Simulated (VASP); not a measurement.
Band structure of HgTe (relaxed from the NiAs type structure, space group P6_3/mmc). Calculation: PBEsol GGA, VASP's PBE PAW potentials (set 64) (plane waves; VASP).

Unless said otherwise, spin-orbit coupling is left out, though it shifts the bands of the heavy elements here.

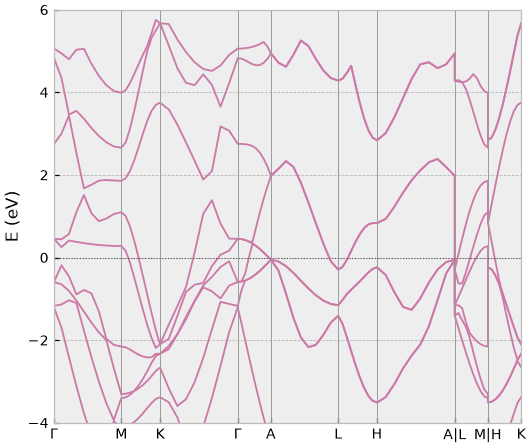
Figure. Bands along high-symmetry lines, zero at the valence-band maximum or, without a gap, the Fermi level

Question: Read the plot: is there a gap, and where are the band edges?

Answer: It has no gap at this level: it comes out as a metal or semimetal. (Edges off the drawn lines would not show.)

The structure was generated: HgTe was put into the NiAs type type (P6_3/mmc), which need not be its known phase. It was relaxed first, which changed the volume by +15 %.
